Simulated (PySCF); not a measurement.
# CH₅F₂PSi: NMR shifts at several levels of theory

Aim: compute the NMR shifts of CH₅F₂PSi (`FC(F)[SiH2]P`) at several levels, and see how far they spread and what each costs.

Computed with PySCF 2.14.0, with density-fitted response routines of our own, on a single molecule in the gas phase. Atoms are numbered from 0 throughout.

## 1. The starting structure

10 atoms, charge 0, multiplicity 1; geometry from: PBE0-D3(BJ)/def2-SVP.

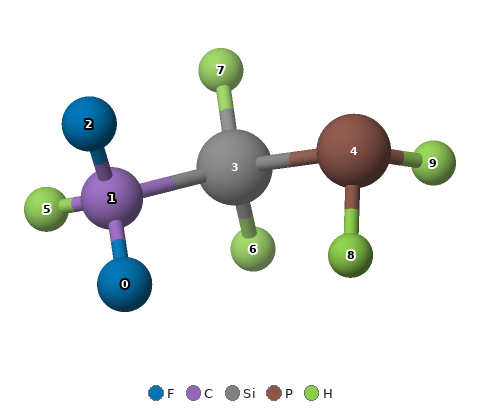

As it starts; fluorine blue, carbon purple, silicon grey, phosphorus brown, hydrogen green, atoms numbered; sticks join atoms by distance.

## 2. NMR shieldings: PBE0/6-31G*

What the job is given:

```
{"job": {"kind": "nmr", "xc": "PBE0", "basis": "6-31G*", "pop": true}, "charge": 0, "multiplicity": 1}
F     -0.822101    -1.612648    -0.981984
C     -1.330893    -0.645456    -0.169067
F     -1.579091    -1.202475     1.043599
Si    -0.036121     0.768961     0.010451
P      1.821630    -0.174070     0.882625
H     -2.298637    -0.324319    -0.598717
H      0.147194     1.387699    -1.337095
H     -0.581540     1.786995     0.955302
H      2.074544    -0.922387    -0.308349
H      2.653385     0.917453     0.479927
```

Level: GIAO PBE0/6-31G* NMR shielding, non-relativistic, gas phase.

The run is started by

```sh
$ OMP_NUM_THREADS=1 python probes_run.py task.json out
```

The driver reads the jobs from task.json and runs them one after another.

Output:

```text
coarse grid: 9608 points
cycle   1  E = -871.0446327657  dE =  3.073e-01  |g| = 6.469e-01  |ddm| = 2.786e+00
cycle   2  E = -870.9686964177  dE =  7.594e-02  |g| = 9.496e-01  |ddm| = 1.051e+00
cycle   3  E = -871.1183043843  dE = -1.496e-01  |g| = 3.160e-02  |ddm| = 6.214e-01
cycle   4  E = -871.1185194533  dE = -2.151e-04  |g| = 1.486e-02  |ddm| = 5.321e-02
cycle   5  E = -871.1185883691  dE = -6.892e-05  |g| = 3.344e-03  |ddm| = 2.303e-02
cycle   6  E = -871.1185913492  dE = -2.980e-06  |g| = 4.979e-04  |ddm| = 4.663e-03
final grid: 85128 points
cycle   7  E = -871.0907011402  dE = -1.530e-05  |g| = 6.904e-03  |ddm| = 1.635e-02
cycle   8  E = -871.0906932201  dE =  7.920e-06  |g| = 9.751e-03  |ddm| = 1.209e-02
cycle   9  E = -871.0907110813  dE = -1.786e-05  |g| = 4.759e-04  |ddm| = 6.429e-03
cycle  10  E = -871.0907111443  dE = -6.304e-08  |g| = 1.217e-04  |ddm| = 7.795e-04
cycle  11  E = -871.0907111477  dE = -3.408e-09  |g| = 2.378e-05  |ddm| = 1.498e-04
cycle  12  E = -871.0907111479  dE = -1.396e-10  |g| = 7.949e-06  |ddm| = 3.165e-05
converged SCF energy = -871.0907111479

GIAO shielding tensors (ppm)
atom      isotropic    diamagn.    paramagn.     s11        s22        s33       span
  0 F      333.607     472.239    -138.632    210.623    330.983    459.216    248.593
  1 C       79.454     241.441    -161.987     59.245     82.354     96.764     37.519
  2 F      335.063     471.349    -136.286    211.713    332.676    460.800    249.088
  3 Si     432.354     881.720    -449.367    400.071    440.199    456.790     56.719
  4 P      641.969     966.236    -324.268    587.397    604.846    733.663    146.267
  5 H       25.501      26.422      -0.921     23.012     24.607     28.883      5.871
  6 H       27.301      29.294      -1.994     24.098     25.241     32.562      8.463
  7 H       27.545      28.824      -1.279     24.710     25.272     32.653      7.943
  8 H       30.094      29.659       0.435     24.698     28.046     37.539     12.841
  9 H       30.460      28.901       1.559     25.772     26.849     38.758     12.987
```

It took 5.7 s on 1 thread of Intel Xeon 6975P-C, shared host; peak memory 0.48 GiB.

The references, computed at this level on geometries of the same kind, shield at (ppm): 1H TMS 31.96, 13C TMS 194.1, 29Si TMS 418.1, 19F CFCl3 198.9, 31P H3PO4 376.2. Their shielding less the atom's gives the shift. The references are single molecules in the gas phase, so shifts against H2O, NH3, PH3, H3PO4 or CFCl3 are not on the usual liquid scales and can be off by tens of ppm. Atoms listed in one row are averaged.

```csv
atoms,environment,σ (ppm),δ (ppm)
C1,sp3 CH bonded to 2 F and Si,79.5,114.7
H5,hydrogen on an sp3 CH bonded to 2 F and Si,25.50,6.46
"H6, H7","hydrogen on a silicon bonded to C, P",27.42,4.54
"H8, H9",hydrogen on a phosphorus bonded to Si,30.28,1.69
"F0, F2",fluorine of a CF2 group,334.3,-135.4
Si3,"silicon bonded to C, P, 2 H",432.4,-14.3
P4,"phosphorus bonded to Si, 2 H",642.0,-265.7
```

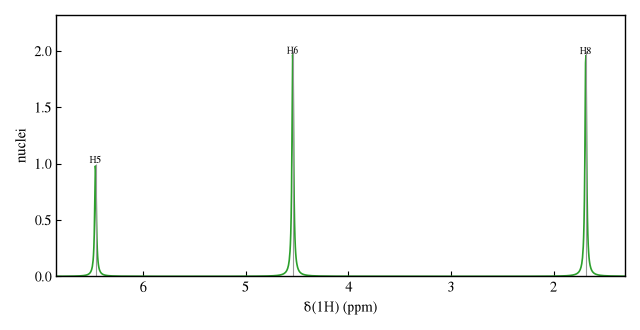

1H lines at the computed shifts, without couplings. Lines are broadened to a width of 0.02 ppm (Lorentzian).

The run also stored atomic charges by several schemes (e):

```csv
atoms,Mulliken,IAO,Hirshfeld,ESP fit
"F0, F2",-0.32,-0.29,-0.10,-0.16
C1,0.31,0.20,0.06,0.20
Si3,0.34,0.53,0.24,0.23
P4,-0.19,-0.07,-0.02,-0.28
```

IAO charges:

```csv
atom,value (e)
F0,-0.30
C1,0.20
F2,-0.29
Si3,0.53
P4,-0.07
H5,0.14
H6,-0.11
H7,-0.10
H8,0.00
H9,0.00
```

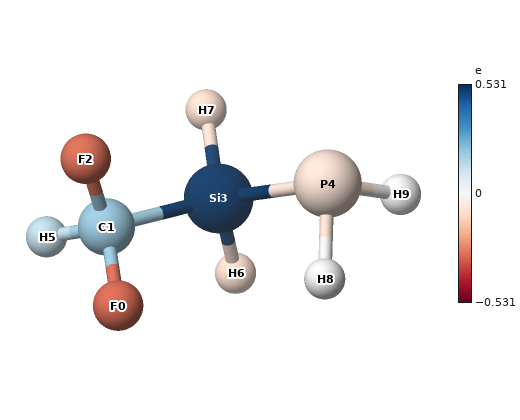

IAO charges, as colours on the atoms.

Mayer bond orders: F0–C1 0.90, C1–F2 0.91, C1–Si3 0.87, Si3–P4 0.97.

## 3. Nuclear shieldings: PBE0/6-311+G(2d,p)

Settings changed since step 2:

```diff
@@ -1,2 +1,2 @@
-{"job": {"kind": "nmr", "xc": "PBE0", "basis": "6-31G*", "pop": true}, "charge": 0, "multiplicity": 1}
+{"job": {"kind": "nmr", "xc": "PBE0", "basis": "6-311+G(2d,p)", "pop": true}, "charge": 0, "multiplicity": 1}
 F     -0.822101    -1.612648    -0.981984
```

With the program's defaults for keys left out, this is: GIAO PBE0/6-311+G(2d,p) NMR shielding, non-relativistic, gas phase.

Output:

```text
coarse grid: 9608 points
cycle   1  E = -871.1618482282  dE =  2.830e-01  |g| = 6.380e-01  |ddm| = 2.421e+00
cycle   2  E = -871.0853614122  dE =  7.649e-02  |g| = 9.575e-01  |ddm| = 7.642e-01
cycle   3  E = -871.2248877509  dE = -1.395e-01  |g| = 4.777e-02  |ddm| = 4.549e-01
cycle   4  E = -871.2251855843  dE = -2.978e-04  |g| = 1.050e-02  |ddm| = 3.783e-02
cycle   5  E = -871.2252059310  dE = -2.035e-05  |g| = 4.682e-03  |ddm| = 1.477e-02
cycle   6  E = -871.2252114933  dE = -5.562e-06  |g| = 4.989e-04  |ddm| = 5.990e-03
final grid: 85128 points
cycle   7  E = -871.2410892718  dE = -3.635e-05  |g| = 5.009e-03  |ddm| = 2.626e-02
cycle   8  E = -871.2410864545  dE =  2.817e-06  |g| = 6.481e-03  |ddm| = 7.468e-03
cycle   9  E = -871.2410942418  dE = -7.787e-06  |g| = 7.442e-04  |ddm| = 3.956e-03
cycle  10  E = -871.2410943166  dE = -7.473e-08  |g| = 2.364e-04  |ddm| = 6.007e-04
cycle  11  E = -871.2410943256  dE = -9.073e-09  |g| = 3.944e-05  |ddm| = 1.749e-04
cycle  12  E = -871.2410943260  dE = -3.256e-10  |g| = 1.007e-05  |ddm| = 4.445e-05
converged SCF energy = -871.2410943260

GIAO shielding tensors (ppm)
atom      isotropic    diamagn.    paramagn.     s11        s22        s33       span
  0 F      323.862     465.996    -142.134    192.395    315.950    463.242    270.847
  1 C       66.258     243.562    -177.305     46.153     69.353     83.267     37.114
  2 F      323.528     462.928    -139.400    192.153    313.305    465.125    272.971
  3 Si     388.207     879.767    -491.560    357.418    389.334    417.868     60.450
  4 P      616.654     966.111    -349.457    562.537    583.177    704.248    141.711
  5 H       25.161      28.902      -3.740     22.828     24.898     27.758      4.929
  6 H       26.603      28.902      -2.299     23.320     24.687     31.802      8.483
  7 H       26.947      28.556      -1.609     24.144     24.752     31.945      7.801
  8 H       29.551      28.295       1.256     24.134     27.569     36.949     12.815
  9 H       29.946      28.243       1.703     25.132     26.528     38.179     13.046
```

Wall time 14 s (1 thread of Intel Xeon 6975P-C, shared host); peak memory 0.86 GiB.

Key values: δ C1 120.2, F0 -148.9, Si3 -43.8, P4 -319.7, H5 6.35, H6 4.74 ppm (means over like atoms).

## 4. Shielding tensors: PBE0/def2-SVP

Settings changed since step 3:

```diff
@@ -1,2 +1,2 @@
-{"job": {"kind": "nmr", "xc": "PBE0", "basis": "6-311+G(2d,p)", "pop": true}, "charge": 0, "multiplicity": 1}
+{"job": {"kind": "nmr", "xc": "PBE0", "basis": "def2-SVP", "pop": true}, "charge": 0, "multiplicity": 1}
 F     -0.822101    -1.612648    -0.981984
```

Method: GIAO PBE0/def2-SVP NMR shielding, non-relativistic, gas phase.

Output:

```text
coarse grid: 9608 points
cycle   1  E = -870.5816644051  dE =  2.678e-01  |g| = 6.402e-01  |ddm| = 2.957e+00
cycle   2  E = -870.5074904618  dE =  7.417e-02  |g| = 9.305e-01  |ddm| = 1.072e+00
cycle   3  E = -870.6533267096  dE = -1.458e-01  |g| = 3.199e-02  |ddm| = 6.415e-01
cycle   4  E = -870.6535316109  dE = -2.049e-04  |g| = 1.060e-02  |ddm| = 4.241e-02
cycle   5  E = -870.6535654625  dE = -3.385e-05  |g| = 3.787e-03  |ddm| = 1.992e-02
cycle   6  E = -870.6535697172  dE = -4.255e-06  |g| = 4.502e-04  |ddm| = 5.782e-03
final grid: 85128 points
cycle   7  E = -870.7573506349  dE = -1.592e-05  |g| = 5.683e-03  |ddm| = 1.967e-02
cycle   8  E = -870.7573453989  dE =  5.236e-06  |g| = 7.922e-03  |ddm| = 1.065e-02
cycle   9  E = -870.7573574596  dE = -1.206e-05  |g| = 4.273e-04  |ddm| = 5.734e-03
cycle  10  E = -870.7573575017  dE = -4.212e-08  |g| = 1.235e-04  |ddm| = 7.334e-04
cycle  11  E = -870.7573575050  dE = -3.340e-09  |g| = 2.017e-05  |ddm| = 1.497e-04
cycle  12  E = -870.7573575051  dE = -1.069e-10  |g| = 6.438e-06  |ddm| = 2.966e-05
converged SCF energy = -870.7573575051

GIAO shielding tensors (ppm)
atom      isotropic    diamagn.    paramagn.     s11        s22        s33       span
  0 F      341.296     472.474    -131.178    224.923    327.783    471.182    246.259
  1 C       77.655     245.309    -167.653     56.223     79.859     96.884     40.661
  2 F      341.000     471.293    -130.293    225.374    325.472    472.154    246.780
  3 Si     445.449     881.475    -436.026    410.064    447.356    478.928     68.864
  4 P      665.188     964.751    -299.563    611.258    634.756    749.550    138.291
  5 H       25.445      28.135      -2.690     23.057     24.791     28.487      5.430
  6 H       26.801      29.568      -2.766     23.487     24.777     32.140      8.653
  7 H       27.089      29.006      -1.917     24.208     24.819     32.241      8.033
  8 H       29.634      29.391       0.243     24.168     27.640     37.093     12.924
  9 H       30.037      28.615       1.423     25.233     26.413     38.466     13.233
```

It took 7.3 s on 1 thread of Intel Xeon 6975P-C, shared host; peak memory 0.53 GiB.

In short: δ C1 116.1, F0 -126.5, Si3 -38.3, P4 -279.3, H5 5.90, H6 4.40 ppm (means over like atoms).

## 5. Shielding tensors: PBE0/def2-TZVP

Settings changed since step 4:

```diff
@@ -1,2 +1,2 @@
-{"job": {"kind": "nmr", "xc": "PBE0", "basis": "def2-SVP", "pop": true}, "charge": 0, "multiplicity": 1}
+{"job": {"kind": "nmr", "xc": "PBE0", "basis": "def2-TZVP", "pop": true}, "charge": 0, "multiplicity": 1}
 F     -0.822101    -1.612648    -0.981984
```

With the program's defaults for keys left out, this is: GIAO PBE0/def2-TZVP NMR shielding, non-relativistic, gas phase.

Output:

```text
coarse grid: 9608 points
cycle   1  E = -871.1974349307  dE =  2.906e-01  |g| = 6.353e-01  |ddm| = 2.306e+00
cycle   2  E = -871.1207305705  dE =  7.670e-02  |g| = 9.648e-01  |ddm| = 7.309e-01
cycle   3  E = -871.2612339736  dE = -1.405e-01  |g| = 3.897e-02  |ddm| = 4.331e-01
cycle   4  E = -871.2614588255  dE = -2.249e-04  |g| = 1.070e-02  |ddm| = 3.098e-02
cycle   5  E = -871.2614836173  dE = -2.479e-05  |g| = 4.618e-03  |ddm| = 1.326e-02
cycle   6  E = -871.2614894478  dE = -5.830e-06  |g| = 5.158e-04  |ddm| = 4.792e-03
final grid: 85128 points
cycle   7  E = -871.2676352933  dE = -4.869e-05  |g| = 5.458e-03  |ddm| = 2.455e-02
cycle   8  E = -871.2676321915  dE =  3.102e-06  |g| = 6.830e-03  |ddm| = 7.075e-03
cycle   9  E = -871.2676409315  dE = -8.740e-06  |g| = 8.635e-04  |ddm| = 3.830e-03
cycle  10  E = -871.2676410297  dE = -9.825e-08  |g| = 2.430e-04  |ddm| = 6.274e-04
cycle  11  E = -871.2676410394  dE = -9.740e-09  |g| = 4.383e-05  |ddm| = 1.835e-04
cycle  12  E = -871.2676410398  dE = -3.970e-10  |g| = 1.034e-05  |ddm| = 3.884e-05
converged SCF energy = -871.2676410398

GIAO shielding tensors (ppm)
atom      isotropic    diamagn.    paramagn.     s11        s22        s33       span
  0 F      323.569     468.791    -145.222    189.868    316.589    464.251    274.383
  1 C       64.044     238.015    -173.972     43.092     66.794     82.245     39.153
  2 F      323.341     467.187    -143.845    190.080    314.163    465.781    275.701
  3 Si     377.812     879.414    -501.602    346.468    378.982    407.985     61.516
  4 P      606.401     966.171    -359.770    550.292    570.072    698.839    148.546
  5 H       25.182      27.715      -2.533     22.896     24.939     27.710      4.814
  6 H       26.572      29.520      -2.949     23.320     24.648     31.747      8.427
  7 H       26.932      29.181      -2.248     24.155     24.760     31.882      7.727
  8 H       29.564      29.225       0.338     24.302     27.639     36.750     12.449
  9 H       29.934      28.563       1.370     25.282     26.525     37.994     12.712
```

Wall time 15 s (1 thread of Intel Xeon 6975P-C, shared host); peak memory 0.95 GiB.

In short: δ C1 122.6, F0 -144.6, Si3 -46.3, P4 -325.5, H5 6.30, H6 4.73 ppm (means over like atoms).

## 6. Shielding tensors: PBE0/cc-pVDZ

Settings changed since step 5:

```diff
@@ -1,2 +1,2 @@
-{"job": {"kind": "nmr", "xc": "PBE0", "basis": "def2-TZVP", "pop": true}, "charge": 0, "multiplicity": 1}
+{"job": {"kind": "nmr", "xc": "PBE0", "basis": "cc-pVDZ", "pop": true}, "charge": 0, "multiplicity": 1}
 F     -0.822101    -1.612648    -0.981984
```

Method: GIAO PBE0/cc-pVDZ NMR shielding, non-relativistic, gas phase.

Output:

```text
coarse grid: 9608 points
cycle   1  E = -871.0640781779  dE =  3.347e-01  |g| = 6.430e-01  |ddm| = 5.266e+00
cycle   2  E = -870.9867554319  dE =  7.732e-02  |g| = 9.436e-01  |ddm| = 1.924e+00
cycle   3  E = -871.1354846540  dE = -1.487e-01  |g| = 3.264e-02  |ddm| = 1.139e+00
cycle   4  E = -871.1357000327  dE = -2.154e-04  |g| = 1.246e-02  |ddm| = 7.712e-02
cycle   5  E = -871.1357476790  dE = -4.765e-05  |g| = 3.890e-03  |ddm| = 3.309e-02
cycle   6  E = -871.1357518713  dE = -4.192e-06  |g| = 4.195e-04  |ddm| = 7.692e-03
final grid: 85128 points
cycle   7  E = -871.1484633349  dE = -1.702e-05  |g| = 6.053e-03  |ddm| = 3.786e-02
cycle   8  E = -871.1484570313  dE =  6.304e-06  |g| = 8.567e-03  |ddm| = 2.148e-02
cycle   9  E = -871.1484712017  dE = -1.417e-05  |g| = 4.566e-04  |ddm| = 1.163e-02
cycle  10  E = -871.1484712502  dE = -4.852e-08  |g| = 1.532e-04  |ddm| = 1.346e-03
cycle  11  E = -871.1484712551  dE = -4.923e-09  |g| = 2.237e-05  |ddm| = 2.874e-04
cycle  12  E = -871.1484712553  dE = -1.310e-10  |g| = 6.940e-06  |ddm| = 4.597e-05
converged SCF energy = -871.1484712553

GIAO shielding tensors (ppm)
atom      isotropic    diamagn.    paramagn.     s11        s22        s33       span
  0 F      334.475     472.709    -138.234    210.488    328.151    464.786    254.298
  1 C       79.359     242.610    -163.250     57.267     82.630     98.181     40.915
  2 F      334.989     471.645    -136.656    211.398    327.496    466.072    254.674
  3 Si     454.047     883.597    -429.550    422.670    458.387    481.084     58.415
  4 P      663.371     966.969    -303.598    611.319    632.117    746.678    135.359
  5 H       25.103      27.885      -2.783     22.633     24.555     28.120      5.486
  6 H       26.798      29.877      -3.079     23.418     24.648     32.327      8.909
  7 H       27.096      29.348      -2.252     24.186     24.689     32.413      8.227
  8 H       29.668      29.524       0.143     24.183     27.635     37.185     13.002
  9 H       30.058      28.615       1.443     25.247     26.524     38.403     13.157
```

Wall time 6.5 s (1 thread of Intel Xeon 6975P-C, shared host); peak memory 0.56 GiB.

In short: δ C1 117.4, F0 -133.8, Si3 -35.4, P4 -274.0, H5 6.19, H6 4.34 ppm (means over like atoms).

## 7. Shielding tensors: PBE0/cc-pVTZ

Settings changed since step 6:

```diff
@@ -1,2 +1,2 @@
-{"job": {"kind": "nmr", "xc": "PBE0", "basis": "cc-pVDZ", "pop": true}, "charge": 0, "multiplicity": 1}
+{"job": {"kind": "nmr", "xc": "PBE0", "basis": "cc-pVTZ", "pop": true}, "charge": 0, "multiplicity": 1}
 F     -0.822101    -1.612648    -0.981984
```

Method: GIAO PBE0/cc-pVTZ NMR shielding, non-relativistic, gas phase.

Output:

```text
coarse grid: 9608 points
cycle   1  E = -871.1835549424  dE =  2.949e-01  |g| = 6.357e-01  |ddm| = 5.293e+00
cycle   2  E = -871.1084729838  dE =  7.508e-02  |g| = 9.650e-01  |ddm| = 1.615e+00
cycle   3  E = -871.2473164539  dE = -1.388e-01  |g| = 3.514e-02  |ddm| = 9.623e-01
cycle   4  E = -871.2475147436  dE = -1.983e-04  |g| = 1.125e-02  |ddm| = 6.496e-02
cycle   5  E = -871.2475451406  dE = -3.040e-05  |g| = 4.444e-03  |ddm| = 2.390e-02
cycle   6  E = -871.2475510629  dE = -5.922e-06  |g| = 6.149e-04  |ddm| = 8.045e-03
final grid: 85128 points
cycle   7  E = -871.2597599802  dE = -4.662e-05  |g| = 6.409e-03  |ddm| = 5.083e-02
cycle   8  E = -871.2597541611  dE =  5.819e-06  |g| = 8.781e-03  |ddm| = 1.893e-02
cycle   9  E = -871.2597677005  dE = -1.354e-05  |g| = 7.362e-04  |ddm| = 1.032e-02
cycle  10  E = -871.2597677822  dE = -8.175e-08  |g| = 2.312e-04  |ddm| = 1.287e-03
cycle  11  E = -871.2597677922  dE = -9.939e-09  |g| = 3.936e-05  |ddm| = 3.673e-04
cycle  12  E = -871.2597677925  dE = -3.306e-10  |g| = 9.835e-06  |ddm| = 6.305e-05
converged SCF energy = -871.2597677925

GIAO shielding tensors (ppm)
atom      isotropic    diamagn.    paramagn.     s11        s22        s33       span
  0 F      324.429     471.564    -147.135    192.897    317.589    462.800    269.903
  1 C       65.131     237.447    -172.316     43.885     67.996     83.512     39.627
  2 F      324.469     470.316    -145.847    192.925    315.467    465.017    272.092
  3 Si     403.614     886.711    -483.097    375.861    405.157    429.824     53.963
  4 P      632.705     968.271    -335.566    580.246    598.554    719.316    139.070
  5 H       24.989      28.138      -3.149     22.667     24.657     27.641      4.974
  6 H       26.625      29.706      -3.081     23.320     24.648     31.907      8.587
  7 H       26.974      29.196      -2.222     24.160     24.716     32.045      7.885
  8 H       29.566      29.464       0.102     24.211     27.582     36.906     12.695
  9 H       29.957      28.686       1.272     25.237     26.501     38.134     12.897
```

Run time: 19 s. Hardware: 1 thread of Intel Xeon 6975P-C, shared host; peak memory 0.97 GiB.

In short: δ C1 122.2, F0 -141.9, Si3 -43.6, P4 -313.0, H5 6.30, H6 4.49 ppm (means over like atoms).

## 8. Nuclear shieldings: PBE0/aug-cc-pVDZ

Settings changed since step 7:

```diff
@@ -1,2 +1,2 @@
-{"job": {"kind": "nmr", "xc": "PBE0", "basis": "cc-pVTZ", "pop": true}, "charge": 0, "multiplicity": 1}
+{"job": {"kind": "nmr", "xc": "PBE0", "basis": "aug-cc-pVDZ", "pop": true}, "charge": 0, "multiplicity": 1}
 F     -0.822101    -1.612648    -0.981984
```

With the program's defaults for keys left out, this is: GIAO PBE0/aug-cc-pVDZ NMR shielding, non-relativistic, gas phase.

Output:

```text
coarse grid: 9608 points
cycle   1  E = -871.1061595900  dE =  3.263e-01  |g| = 5.643e-01  |ddm| = 5.827e+00
cycle   2  E = -871.0411280186  dE =  6.503e-02  |g| = 8.543e-01  |ddm| = 1.654e+00
cycle   3  E = -871.1627363149  dE = -1.216e-01  |g| = 3.187e-02  |ddm| = 9.615e-01
cycle   4  E = -871.1629135885  dE = -1.773e-04  |g| = 1.069e-02  |ddm| = 7.359e-02
cycle   5  E = -871.1629442715  dE = -3.068e-05  |g| = 3.384e-03  |ddm| = 3.304e-02
cycle   6  E = -871.1629482756  dE = -4.004e-06  |g| = 4.075e-04  |ddm| = 9.400e-03
final grid: 85128 points
cycle   7  E = -871.1756331270  dE = -2.007e-05  |g| = 5.981e-03  |ddm| = 8.039e-02
cycle   8  E = -871.1756267361  dE =  6.391e-06  |g| = 8.614e-03  |ddm| = 2.099e-02
cycle   9  E = -871.1756404327  dE = -1.370e-05  |g| = 4.796e-04  |ddm| = 1.105e-02
cycle  10  E = -871.1756404830  dE = -5.032e-08  |g| = 1.742e-04  |ddm| = 1.293e-03
cycle  11  E = -871.1756404891  dE = -6.092e-09  |g| = 2.836e-05  |ddm| = 3.175e-04
cycle  12  E = -871.1756404893  dE = -2.005e-10  |g| = 8.362e-06  |ddm| = 6.585e-05
converged SCF energy = -871.1756404893

GIAO shielding tensors (ppm)
atom      isotropic    diamagn.    paramagn.     s11        s22        s33       span
  0 F      332.944     472.400    -139.456    207.564    326.360    464.908    257.343
  1 C       78.227     218.712    -140.485     57.374     81.325     95.981     38.607
  2 F      332.820     473.141    -140.322    207.536    323.762    467.161    259.624
  3 Si     458.670     893.180    -434.511    427.407    459.779    488.824     61.417
  4 P      666.093     966.999    -300.905    618.651    634.017    745.613    126.962
  5 H       24.856      31.981      -7.126     22.500     24.428     27.639      5.139
  6 H       26.570      27.954      -1.384     23.163     24.490     32.057      8.894
  7 H       26.950      27.551      -0.601     24.021     24.646     32.182      8.161
  8 H       29.621      27.937       1.684     24.122     27.695     37.046     12.924
  9 H       30.042      27.539       2.503     25.129     26.672     38.325     13.197
```

It took 13 s on 1 thread of Intel Xeon 6975P-C, shared host; peak memory 0.85 GiB.

This run: δ C1 116.9, F0 -138.7, Si3 -42.0, P4 -294.1, H5 6.54, H6 4.64 ppm (means over like atoms).

(Part 1 of 2 ends here.)
